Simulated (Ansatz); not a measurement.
Consider FH₅Si₂···H₂.

```xyz
10

Si   -0.6043   -0.1733   -0.7032
H     0.5896    0.4916    2.9571
F     0.6136    0.1173    0.3648
H    -0.5211    0.8720   -1.7509
H    -0.3444   -1.5021   -1.3059
Si   -2.6608   -0.1056    0.4703
H    -3.7679   -0.3634   -0.4913
H    -2.6792   -1.1501    1.5282
H    -2.8509    1.2324    1.0877
H     0.4512    0.5811    3.6872
```

These are results of RHF/cc-pVDZ (Ansatz), not measurements.

Question: What can the converged electron density and electron localisation function tell about the bonding?

Answer: F3···H2 (2.62 Å): the density falls to about 0.03 e/Å³ on the way; the ELF dips to about 0 between them; a non-bonded, intermolecular contact.
Si–F (1.65 Å): ρ at the midpoint is about 0.9 e/Å³; the ELF peaks at about 0.85 in the valence shell of F, 0.6 Å from its nucleus, and is about 0.45 at the midpoint.
Si–Si (2.37 Å): ρ at the midpoint is about 0.68 e/Å³; the ELF peaks at about 1 between the atoms: a covalent bond.
H–H (0.75 Å): ρ at the midpoint is about 1.7 e/Å³; the ELF peaks at about 1 between the atoms.

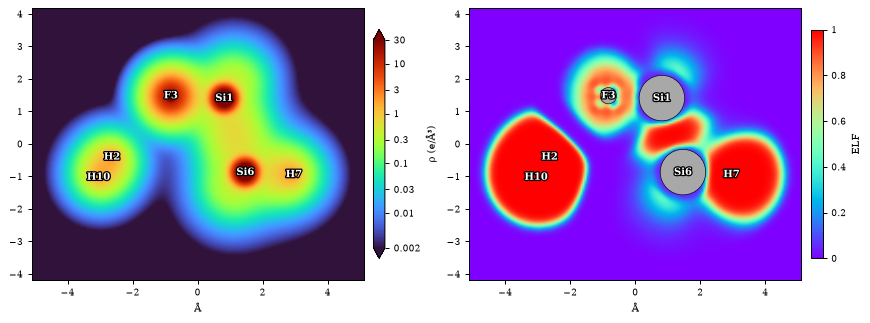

Computed electron density and electron localisation function on the plane of atoms F3, Si1 and Si6, in this order. Grey discs cover the atomic cores in the ELF map. 
